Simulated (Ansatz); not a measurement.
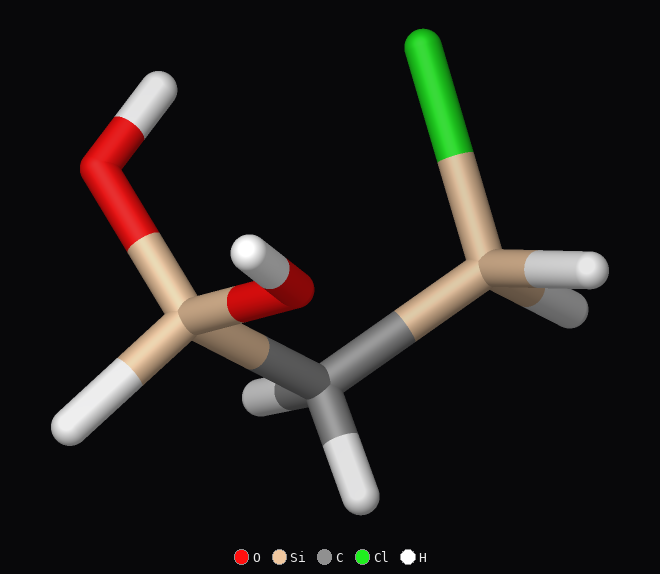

Computed geometry: PBE0-D4/def2-TZVP optimisation. No frequency run is at hand to confirm it as a minimum. Program: Ansatz 0.2.0.

At this fixed geometry, give HOMO energy (eV), dipole (D) at these levels: B3LYP-D4/def2-TZVPP; PBE-D4/def2-TZVPP; r2SCAN-D4/def2-TZVPP; ωB97M-V/def2-TZVPP.

| level | HOMO energy (eV) | dipole (D) |
| --- | --- | --- |
| B3LYP-D4/def2-TZVPP | −8.29 | 1.27 |
| PBE-D4/def2-TZVPP | −7.13 | 1.18 |
| r2SCAN-D4/def2-TZVPP | −7.46 | 1.24 |
| ωB97M-V/def2-TZVPP | −10.71 | 1.25 |
